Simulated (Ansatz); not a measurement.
# HBrF (doublet): one geometry, many settings at distance Br1–H2 along a hydrogen transfer = 1.915 Å

Aim: run HBrF (doublet) at one geometry under a spread of methods and options, and see what each costs and gives.

Computed with Ansatz 0.2.0, Gaussian basis. Level: the settings change from run to run.

11 further runs of the same task are left out: 10 that didn't finish, 1 set aside as unsound or not needed.

**1. What is computed**

The geometry derives from fragments relaxed apart (PBE0/def2-TZVP) and kept rigid, so it is no stationary point. A hydrogen atom is moved between rigid fragments. No spin-orbit coupling is included. The filled d shell of Br may be among the frozen orbitals whatever the setting's name suggests; the logs give the count.

3 atoms, charge 0, spin multiplicity 2.

Atoms are counted from 1 here; the program's logs count them from 0.

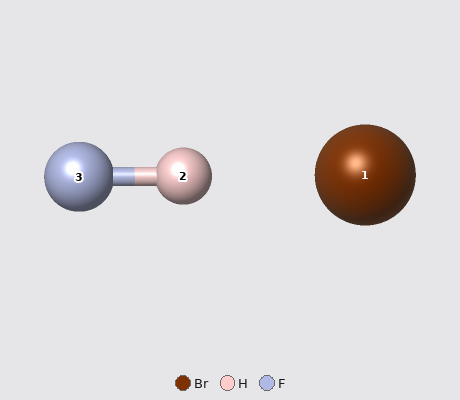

The structure; bromine brown, hydrogen pink, fluorine light blue; atoms are numbered from 1 in the order of the file.

Coordinates:

```xyz
3
BrFH
Br    0.0000    0.0000   -1.6427
H     0.0000    0.0000    0.2723
F     0.0000    0.0000    1.3703
```

**2. CCSD on ROHF/cc-pVDZ**

Contents of in.yaml:

```yaml
crystal:
  periodic: [false, false, false]
  atoms:
    - {symbol: Br, position_ang: [0.000000, 0.000000, -1.642667]}
    - {symbol: H, position_ang: [0.000000, 0.000000, 0.272333]}
    - {symbol: F, position_ang: [0.000000, 0.000000, 1.370333]}
basis:
  gaussian: {orbitals: cc-pVDZ, point_charges: [{charge: -0.50, position_ang: [4.901, -0.627, 0.561]}]}
magnetization: {spin_polarized: false, initial_magnetization: 1}
correlation: {method: ccsd, electrons: valence}
scf: {omitted_lower_state_checks: [cluster_reference]}
```

Started as:

```
$ ansatz run in.yaml --threads 1 --pin off --events-out ev --progress --plain --max-ram 2393MiB
```

Standard output, cut to the lines that bear on the results:

```text
Functional definition: HF
  name "HF"
  cite "Fock, Z. Phys. 61, 126 (1930) doi:10.1007/BF01340294"
  parent pbe
[...]
490 factors; integrals over basis functions are off by at most 1.9e-3 eV
[...]
mean field -72718.28709886 eV, -2672.3477606578 hartree, gradient 3.7e-8 eV, S^2 0.750000; 9 other end points of the search recorded, 0 dependent functions left out
10 core orbitals not correlated: weight in the atoms' cores, before any rotation towards them, 1.000 or more for the frozen orbitals, at most 0.000 for the correlated occupied ones
reference -72718.28709886 eV, -2672.3477606578 hartree; 13, 12 occupied and 23, 24 virtual orbitals, 490 factors
second order -8.68495135 eV of doubles, -0.06846782 eV of singles
cycle   1  -9.00142324 eV  change   -2.5e-1 eV  update   4.9e-2
[...]
cycle  14  -9.18920421 eV  change    6.5e-6 eV  update   2.7e-5
Total energy: -72727.47630307 eV, -2672.6854576838 hartree
Checks for a lower state left out: cluster_reference
```

It took 4.5 s on 1 thread of Intel Xeon Platinum 8259CL at 2.50GHz, shared host.

From the report: correlation -9.1892 eV; T1 0.009; largest double amplitude 0.04.

**3. BCCD on UHF/cc-pVDZ**

Contents of in.yaml:

```yaml
crystal:
  periodic: [false, false, false]
  atoms:
    - {symbol: Br, position_ang: [0.000000, 0.000000, -1.642667]}
    - {symbol: H, position_ang: [0.000000, 0.000000, 0.272333]}
    - {symbol: F, position_ang: [0.000000, 0.000000, 1.370333]}
basis:
  gaussian: {orbitals: cc-pVDZ}
magnetization: {spin_polarized: true, initial_magnetization: 1}
correlation: {method: bccd, electrons: valence, diis_vectors: 4}
scf: {omitted_lower_state_checks: [cluster_reference]}
output: {forces: true}
```

Launched as before.

Standard output, cut to the lines that bear on the results:

```text
Functional definition: HF
  name "HF"
  cite "Fock, Z. Phys. 61, 126 (1930) doi:10.1007/BF01340294"
  parent pbe
[...]
490 factors; integrals over basis functions are off by at most 1.9e-3 eV
[...]
mean field -72718.37038010 eV, -2672.3508211869 hartree, gradient 8.7e-6 eV, S^2 0.756138; 9 other end points of the search recorded, 0 dependent functions left out
10 core orbitals not correlated: weight in the atoms' cores, before any rotation towards them, 1.000 or more for the frozen orbitals, at most 0.000 for the correlated occupied ones
reference -72718.37038010 eV, -2672.3508211869 hartree; 13, 12 occupied and 23, 24 virtual orbitals, 490 factors
second order -8.64005539 eV of doubles, -0.00000000 eV of singles
cycle   1  -8.90039857 eV  change   -2.6e-1 eV  update   5.0e-2
[...]
cycle  16  -9.08596699 eV  change    1.9e-7 eV  update   1.5e-7
[...]
Total energy: -72727.45634708 eV, -2672.6847243149 hartree
Atom 0 at     0.000000     0.000000    -1.642667 Å, force     0.000000    -0.000000    -0.958944 eV/Å
Atom 1 at     0.000000     0.000000     0.272333 Å, force    -0.000000    -0.000000     5.924812 eV/Å
Atom 2 at     0.000000     0.000000     1.370333 Å, force     0.000000    -0.000000    -4.965868 eV/Å
Dipole moment:     0.000000    -0.000000    -0.716218 e Å
Checks for a lower state left out: cluster_reference
```

Wall time 12 s (1 thread of Intel Xeon Platinum 8259CL at 2.50GHz, shared host).

From the report: ⟨S²⟩ of the determinant 0.756 (pure doublet: 0.75); correlation -9.0860 eV; largest double amplitude 0.04.

**4. NEVPT2(3,4)/cc-pVDZ**

Contents of in.yaml:

```yaml
crystal:
  periodic: [false, false, false]
  atoms:
    - {symbol: Br, position_ang: [0.000000, 0.000000, -1.642667]}
    - {symbol: H, position_ang: [0.000000, 0.000000, 0.272333]}
    - {symbol: F, position_ang: [0.000000, 0.000000, 1.370333]}
basis:
  gaussian: {orbitals: cc-pVDZ, fitting: {mean_field: def2-universal-jkfit}}
magnetization: {spin_polarized: false, initial_magnetization: 1}
correlation: {method: sc_nevpt2, electrons: valence, active_space: {window: {electrons: 3, orbitals: 4}, states: [{multiplicity: 2, weights: [1, 1]}, {multiplicity: 4, weights: [1]}]}}
output: {forces: true}
```

Launched as before.

Standard output, cut to the lines that bear on the results:

```text
Functional definition: HF
  name "HF"
  cite "Fock, Z. Phys. 61, 126 (1930) doi:10.1007/BF01340294"
  parent pbe
[...]
361 factors; integrals over basis functions are off by at most 2.1e-1 eV
[...]
mean field -72718.27064235 eV, -2672.3471558921 hartree, gradient 1.2e-6 eV, S^2 0.750000; 9 other end points of the search recorded, 0 dependent functions left out
reference -72718.27064235 eV, -2672.3471558921 hartree; 23, 22 occupied and 23, 24 virtual orbitals, 361 factors
state -72718.41281937 eV, -2672.3523808014 hartree
state -72717.83440302 eV, -2672.3311243924 hartree
state -72718.41281937 eV, -2672.3523808014 hartree; corrected -72727.09387785 eV, -2672.6714038162 hartree
state -72717.83440302 eV, -2672.3311243924 hartree; corrected -72726.75876791 eV, -2672.6590887530 hartree
state -72707.64198637 eV, -2671.9565599891 hartree
[...]
state -72715.36232201 eV, -2672.2402770909 hartree; corrected -72723.53455361 eV, -2672.5406010629 hartree
state -72709.07701563 eV, -2672.0092963420 hartree
state -72709.07701563 eV, -2672.0092963420 hartree; corrected -72716.99512576 eV, -2672.3002815221 hartree
state -72718.41281937 eV, -2672.3523808014 hartree; corrected -72727.09387785 eV, -2672.6714038162 hartree
state -72717.83440302 eV, -2672.3311243924 hartree; corrected -72726.75876791 eV, -2672.6590887530 hartree
state -72707.64198637 eV, -2671.9565599891 hartree; corrected -72716.46164328 eV, -2672.2806764025 hartree
[...]
Total energy: -72723.43809635 eV, -2672.5370563239 hartree
Atom 0 at     0.000000     0.000000    -1.642667 Å, force    -0.000000     0.000000    -1.033632 eV/Å
Atom 1 at     0.000000     0.000000     0.272333 Å, force     0.000000    -0.000000     2.563923 eV/Å
Atom 2 at     0.000000     0.000000     1.370333 Å, force    -0.000000     0.000000    -1.530291 eV/Å
Dipole moment:     0.000000     0.000000    -0.886143 e Å
```

It took 13 s on 1 thread of Intel Xeon Platinum 8259CL at 2.50GHz, shared host.

From the report: 12 determinants; active occupations (of the averaged states) 1.33, 1.33, 0.34, 0.00.

**5. CASSCF(3,6)/6-31G**

Contents of in.yaml:

```yaml
crystal:
  periodic: [false, false, false]
  atoms:
    - {symbol: Br, position_ang: [0.000000, 0.000000, -1.642667]}
    - {symbol: H, position_ang: [0.000000, 0.000000, 0.272333]}
    - {symbol: F, position_ang: [0.000000, 0.000000, 1.370333]}
basis:
  gaussian: {orbitals: 6-31G, point_charges: [{charge: 1.00, position_ang: [3.636, -0.901, -0.025]}]}
magnetization: {spin_polarized: false, initial_magnetization: 1}
correlation: {active_space: {window: {electrons: 3, orbitals: 6}, states: [{multiplicity: 2, weights: [1, 1]}, {multiplicity: 4, weights: [1]}]}}
accuracy: high
scf: {lower_state_search: light}
```

The command is unchanged.

Standard output:

```text
Functional definition: HF
  name "HF"
  cite "Fock, Z. Phys. 61, 126 (1930) doi:10.1007/BF01340294"
  parent pbe
  exchange = exact_x
  correlation = 0
579 factors; integrals over basis functions are off by at most 5.9e-9 eV
mean field evaluation 1: about -72706.7723 eV, gradient 2.8e1 eV
mean field evaluation 2: about -72706.7752 eV, gradient 2.8e1 eV
mean field evaluation 4: about -72708.4723 eV, gradient 2.0e0 eV
mean field evaluation 8: about -72708.4974 eV, gradient 1.5e-3 eV
mean field evaluation 16: about -72708.4154 eV, gradient 1.9e0 eV
mean field evaluation 32: about -72708.4612 eV, gradient 1.1e0 eV
mean field evaluation 64: about -72708.4702 eV, gradient 7.7e-1 eV
mean field -72708.49737922 eV, -2671.9879950969 hartree, gradient 1.8e-8 eV, S^2 0.750000; 8 other end points of the search recorded, 0 dependent functions left out
reference -72708.49737922 eV, -2671.9879950969 hartree; 23, 22 occupied and 17, 18 virtual orbitals, 579 factors
state -72708.63545885 eV, -2671.9930694294 hartree
state -72708.07063482 eV, -2671.9723125293 hartree
state -72697.98659942 eV, -2671.6017310637 hartree
Total energy: -72704.89756436 eV, -2671.8557043408 hartree
```

Run time: 12 s. Hardware: 1 thread of Intel Xeon Platinum 8259CL at 2.50GHz, shared host.

From the report: 90 determinants; active occupations (of the averaged states) 1.33, 1.33, 0.33, 0.00, 0.00, 0.00.

**6. CISD/6-31G**

Contents of in.yaml:

```yaml
crystal:
  periodic: [false, false, false]
  atoms:
    - {symbol: Br, position_ang: [0.000000, 0.000000, -1.642667]}
    - {symbol: H, position_ang: [0.000000, 0.000000, 0.272333]}
    - {symbol: F, position_ang: [0.000000, 0.000000, 1.370333]}
basis:
  gaussian: {orbitals: 6-31G}
magnetization: {spin_polarized: false, initial_magnetization: 1}
correlation: {active_space: {ras: {orbitals: [7, 1, 17], electrons: 15, max_holes: 2, max_particles: 2}, fixed_orbitals: true}}
```

Same command.

Standard output:

```text
Functional definition: HF
  name "HF"
  cite "Fock, Z. Phys. 61, 126 (1930) doi:10.1007/BF01340294"
  parent pbe
  exchange = exact_x
  correlation = 0
368 factors; integrals over basis functions are off by at most 8.1e-4 eV
mean field evaluation 1: about -72706.8030 eV, gradient 2.8e1 eV
mean field evaluation 2: about -72706.8041 eV, gradient 2.8e1 eV
mean field evaluation 4: about -72708.4821 eV, gradient 2.0e0 eV
mean field evaluation 8: about -72708.5057 eV, gradient 4.6e-4 eV
mean field evaluation 16: about -72708.5056 eV, gradient 1.0e-1 eV
mean field evaluation 32: about -72708.1541 eV, gradient 4.6e-1 eV
mean field evaluation 64: about -72708.2038 eV, gradient 1.2e0 eV
mean field -72708.50565001 eV, -2671.9882990425 hartree, gradient 2.3e-6 eV, S^2 0.750000; 9 other end points of the search recorded, 0 dependent functions left out
reference -72708.50565001 eV, -2671.9882990425 hartree; 23, 22 occupied and 17, 18 virtual orbitals, 368 factors
state -72712.91325632 eV, -2672.1502755869 hartree
Total energy: -72712.91325632 eV, -2672.1502755869 hartree
```

It took 4.5 s on 1 thread of Intel Xeon Platinum 8259CL at 2.50GHz, shared host.

From the report: 10,535 determinants.

**7. CCSDT on ROHF/cc-pVDZ**

Contents of in.yaml:

```yaml
crystal:
  periodic: [false, false, false]
  atoms:
    - {symbol: Br, position_ang: [0.000000, 0.000000, -1.642667]}
    - {symbol: H, position_ang: [0.000000, 0.000000, 0.272333]}
    - {symbol: F, position_ang: [0.000000, 0.000000, 1.370333]}
basis:
  gaussian: {orbitals: cc-pVDZ}
magnetization: {spin_polarized: false, initial_magnetization: 1}
correlation: {method: ccsdt, electrons: outside_noble_gas}
```

Launched as before.

Standard output, cut to the lines that bear on the results:

```text
Functional definition: HF
  name "HF"
  cite "Fock, Z. Phys. 61, 126 (1930) doi:10.1007/BF01340294"
  parent pbe
[...]
795 factors; integrals over basis functions are off by at most 2.0e-7 eV
[...]
mean field -72718.27257438 eV, -2672.3472268930 hartree, gradient 1.3e-6 eV, S^2 0.750000; 9 other end points of the search recorded, 0 dependent functions left out
[...]
determinant -72718.27257438 eV, -2672.3472268930 hartree, with singles and doubles -72727.15447267 eV, -2672.6736306350 hartree
determinant -72717.84533976 eV, -2672.3315263104 hartree, with singles and doubles -72726.86492820 eV, -2672.6629900718 hartree
determinant -72718.27257438 eV, -2672.3472268930 hartree, with singles and doubles -72727.15463441 eV, -2672.6736365788 hartree
determinant -72717.84533976 eV, -2672.3315263104 hartree, with singles and doubles -72726.86501972 eV, -2672.6629934350 hartree
15 core orbitals not correlated: weight in the atoms' cores, before any rotation towards them, 1.000 or more for the frozen orbitals, at most 0.000 for the correlated occupied ones
reference -72718.27257438 eV, -2672.3472268930 hartree; 8, 7 occupied and 23, 24 virtual orbitals, 795 factors
second order -8.34358917 eV of doubles, -0.06626962 eV of singles
cycle   1  -8.69436252 eV  change   -2.8e-1 eV  update   5.5e-2
[...]
cycle  17  -8.99865012 eV  change   -6.2e-7 eV  update   7.9e-7
Total energy: -72727.27122449 eV, -2672.6779211852 hartree
```

Wall time 20 s (1 thread of Intel Xeon Platinum 8259CL at 2.50GHz, shared host).

From the report: correlation -8.9987 eV; T1 0.011; largest double amplitude 0.04.

**8. NEVPT2(3,7)/6-31G**

Edit in.yaml of step 7 so:

```diff
@@ -7,4 +7,5 @@
 basis:
-  gaussian: {orbitals: cc-pVDZ}
+  gaussian: {orbitals: 6-31G}
 magnetization: {spin_polarized: false, initial_magnetization: 1}
-correlation: {method: ccsdt, electrons: outside_noble_gas}
+correlation: {method: sc_nevpt2, electrons: valence, active_space: {window: {electrons: 3, orbitals: 7}, states: [{multiplicity: 2, weights: [1, 1, 0.5, 0.5]}], root: 2}}
+scf: {lower_state_search: full}
```

Launched as before.

Standard output, cut to the lines that bear on the results:

```text
Functional definition: HF
  name "HF"
  cite "Fock, Z. Phys. 61, 126 (1930) doi:10.1007/BF01340294"
  parent pbe
[...]
591 factors; integrals over basis functions are off by at most 1.5e-7 eV
[...]
mean field -72708.50573797 eV, -2671.9883022752 hartree, gradient 1.9e-6 eV, S^2 0.750000; 15 other end points of the search recorded, 0 dependent functions left out
reference -72708.50573797 eV, -2671.9883022752 hartree; 23, 22 occupied and 17, 18 virtual orbitals, 591 factors
state -72708.59947465 eV, -2671.9917470347 hartree
state -72708.59947465 eV, -2671.9917470347 hartree
state -72696.37131957 eV, -2671.5423706239 hartree
state -72695.38781859 eV, -2671.5062276297 hartree
state -72708.59947465 eV, -2671.9917470347 hartree; corrected -72716.53430066 eV, -2672.2833465121 hartree
state -72708.59947465 eV, -2671.9917470347 hartree; corrected -72716.53430066 eV, -2672.2833465120 hartree
state -72696.37131957 eV, -2671.5423706239 hartree; corrected -72704.50259410 eV, -2671.8411894512 hartree
[...]
state -72704.75778747 eV, -2671.8505676345 hartree; corrected -72712.63871882 eV, -2672.1401865200 hartree
state -72699.67187827 eV, -2671.6636639189 hartree; corrected -72706.66210651 eV, -2671.9205500686 hartree
state -72699.06882482 eV, -2671.6415021133 hartree; corrected -72706.07219927 eV, -2671.8988713775 hartree
state -72708.64913506 eV, -2671.9935720209 hartree; corrected -72716.50949210 eV, -2672.2824348142 hartree
state -72708.10450714 eV, -2671.9735573141 hartree; corrected -72716.20800829 eV, -2672.2713554886 hartree
state -72696.62239790 eV, -2671.5515975823 hartree; corrected -72704.72645890 eV, -2671.8494163311 hartree
state -72695.93526859 eV, -2671.5263460461 hartree; corrected -72704.19374947 eV, -2671.8298396205 hartree
WARN: 1 active orbitals are nearly empty or full. The corrections depend on them more than the energy does, and are more stable in an active space without them
WARN: the results are in doubt because another end's mean lies 0.015 eV lower, and its corrected mean 0.042 eV higher
Total energy: -72704.72645890 eV, -2671.8494163311 hartree
In doubt: another end's mean lies 0.015 eV lower, and its corrected mean 0.042 eV higher
```

Wall time 91 s (1 thread of Intel Xeon Platinum 8259CL at 2.50GHz, shared host).

From the report: 72 determinants; active occupations (of the averaged states) 1.42, 1.24, 0.33, 0.01, 0.00, 0.00, 0.00. Mind the lines of doubt at the end of the log.

**9. All runs side by side**

Where basis and cores are those of an earlier UCCSDT(Q)/cc-pVDZ run (-72727.2920 eV), and the state is the same kind, the miss against it is given. † marks a result that the program doubts.

| level | correlated | functions | energy (eV) | from UCCSDT(Q) (meV) | time |
| --- | --- | --- | --- | --- | --- |
| CCSD on ROHF/cc-pVDZ (beside a point charge) | valence | 46 | -72727.4763 |  | 4.5 s |
| BCCD on UHF/cc-pVDZ | valence | 46 | -72727.4563 |  | 12 s |
| NEVPT2(3,4)/cc-pVDZ (mean of several states) | valence | 46 | -72723.4381 |  | 13 s |
| CASSCF(3,6)/6-31G (mean of several states, beside a point charge) |  | 40 | -72704.8976 |  | 12 s |
| CISD/6-31G | outside noble gas | 40 | -72712.9133 |  | 4.5 s |
| CCSDT on ROHF/cc-pVDZ | outside noble gas | 46 | -72727.2712 | 20.8 | 20 s |
| NEVPT2(3,7)/6-31G (excited root 2 of an average) † | valence | 40 | -72704.7265 |  | 91 s |

**10. What came out**

```
quantity                                                     value
    runs                                                         7
quickest                                         CISD/6-31G, 4.5 s
 slowest  NEVPT2(3,7)/6-31G (excited root 2 of an average) †, 91 s
```

What this shows: Total energies in different bases, with other cores or another treatment of relativity can't be set against each other. NEVPT2(3,7)/6-31G (excited root 2 of an average) † took 20 times as long as CISD/6-31G; the jobs differ in more than the method.
